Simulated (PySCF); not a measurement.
C4H6FOP

The calculation's input:

```
{"job": {"kind": "uv", "xc": "wB97X-D", "basis": "def2-SVPD", "nstates": 8, "ntriplets": 3}, "charge": 0, "multiplicity": 1}
O      2.545958     0.440684    -0.966384
P      1.447800     0.291833    -0.015972
C      0.334757    -1.156733    -0.184413
C     -1.072018    -0.676921     0.193730
C     -1.138727     0.808450     0.006015
C      0.027735     1.429379    -0.100461
F      0.180813     2.748249    -0.250219
H      1.843681     0.341257     1.321970
H      0.659068    -2.014385     0.403065
H      0.382474    -1.437261    -1.241070
H     -1.288172    -0.910500     1.240220
H     -1.834262    -1.172428    -0.410826
H     -2.093497     1.308863    -0.013385
```

Run with:

```sh
OMP_NUM_THREADS=1 python probes_run.py task.json out
```

Geometry: GFN2-xTB.

The calculation used wB97X-D/def2-SVPD, SCF density, gas phase (PySCF 2.14.0).

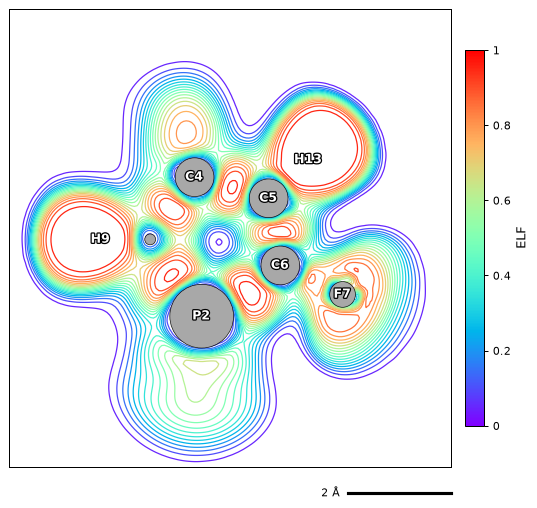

Figure 1. Electron localisation function on the plane of atoms C6, C5 and H13. Grey discs cover the atomic cores.

> What does the map show?

The section cuts through P, C, F and H sites. C–C (1.33 Å): the ELF peaks at about 0.95 between the atoms (a short, multiple covalent bond). C–F (1.34 Å): the ELF peaks at about 0.85 between the atoms: a polar covalent bond. C–P (1.82 Å): the ELF peaks at about 0.95 between the atoms, as expected for localised, covalent bonding. C–H (1.08 Å): the ELF climbs to about 1 towards the hydrogen, as it does in any bond to H (an ordinary covalent bond to hydrogen). C–C (1.50 Å): the ELF peaks at about 0.95 between the atoms; localised, covalent bonding. The ELF also peaks beside F7, away from the bonds: lone-pair regions.

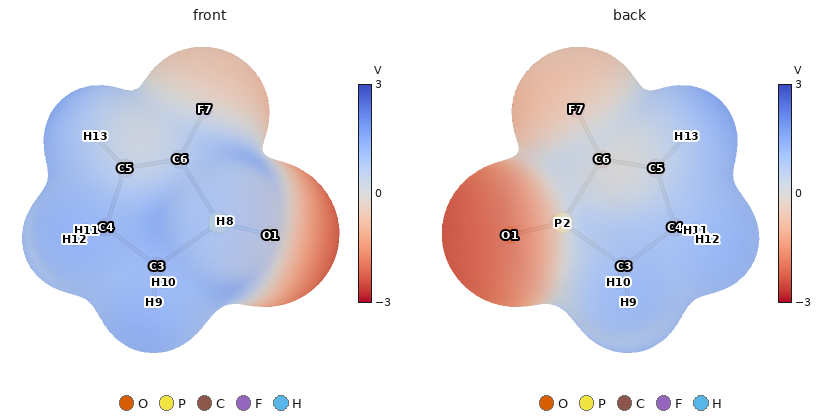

Figure 2. The electrostatic potential painted on the density surface at 0.002 e/bohr³, seen from the front and from behind; the colour scale runs from red (negative) to blue (positive).

> Where is the surface potential most negative and most positive?

The most negative region (about −2.3 V) lies over O1, the most positive (about +1.4 V) over P2, C3, C4 and H13. O1 is the likeliest acceptor of a hydrogen bond.
